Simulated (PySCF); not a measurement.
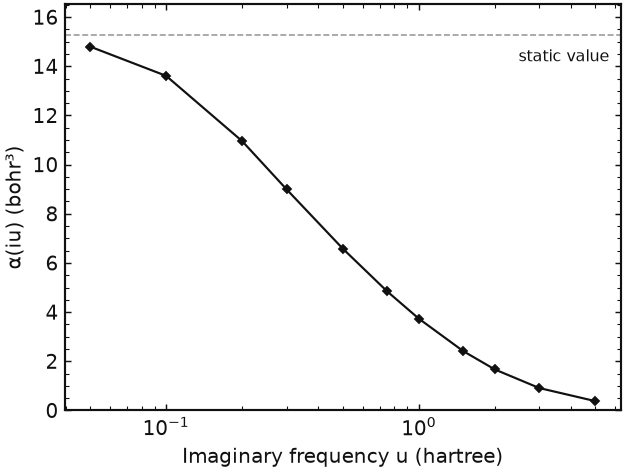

Dipole polarisability at imaginary frequency of Hf²⁺ ([Xe] 4f¹⁴ 5d²). Coupled response at the revPBE level; PySCF, def2-TZVPPD with a 60-electron core potential, unrestricted single determinants, no spin-orbit coupling.

Question: Describe the response.

Answer: The static dipole polarisability is 15.3 bohr³; α(iu) falls to half of it near u = 0.40 hartree. The Casimir–Polder integral gives C₆ = 76.5 hartree bohr⁶ for two such species.
